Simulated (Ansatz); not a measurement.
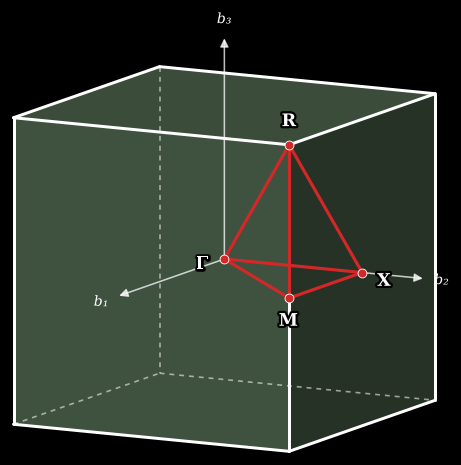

For CsSbO₃, the geometry relaxed with DFT, r2SCAN+rVV10, plane waves, PAW in Ansatz 0.2.0; the starting structure was generated, so it need not be a known form of this composition: the figure shows the first Brillouin zone with its special points and a band path. All values are computed from the atomic coordinates in the standard setting (tolerance 0.002 Å).

Labels and path follow the convention of Hinuma et al. (2017), as computed by seekpath; the arrows show the directions of the reciprocal primitive vectors b₁, b₂, b₃.

> Which Bravais lattice has this zone?

A simple cubic lattice (cP; extended symbol cP2). The zone is a cube: 6 faces (6 with 4 edges), 12 edges, 8 vertices.

> In which order does the conventional band path visit the special points?

Γ–X–M–Γ–R–X | R–M
